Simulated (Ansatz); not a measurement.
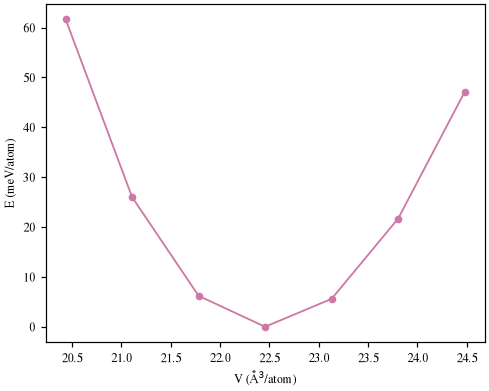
Fig. 1. ZrTa (rock salt, Fm-3m) under volume change, r²SCAN (plane waves, PAW; program Ansatz), scaled uniformly.

What does a third-order Birch–Murnaghan fit give for V₀, B₀ and B′?

V₀ = 22.46 Å³/atom, B₀ = 94.9 GPa, B′ = 3.5.

The start of the workflow was typed in or built on a structure type; neither database checked (COD, Materials Project) lists it. Its standing as an ambient phase is unchecked. The cell was relaxed with r²SCAN under the symmetry of its start. At this level the phase is mechanically unstable. No spin polarisation was allowed. Its formation energy is positive at this level, so the cell may be metastable or incomplete. Scalar-relativistic: spin–orbit coupling is off unless named, which matters more the heavier the elements.

Potentials: the later of the program's two PAW sets.
